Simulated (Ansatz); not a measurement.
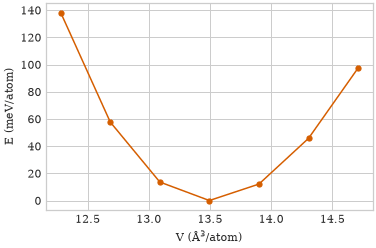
Fig. 1. Ru (hcp (Mg type), P6_3/mmc) under volume change, DFT-r²SCAN in the program Ansatz with PAW potentials, shape and atoms relaxed at each volume.

Q: What does a third-order Birch–Murnaghan fit give for V₀, B₀ and B′?

A: V₀ = 13.50 Å³/atom, B₀ = 337 GPa, B′ = 4.8.

The r²SCAN relaxation kept the symmetry of its start; of distortions, only those at the zone centre were tested. No spin polarisation was allowed.

Potentials: the later of the program's two PAW sets.
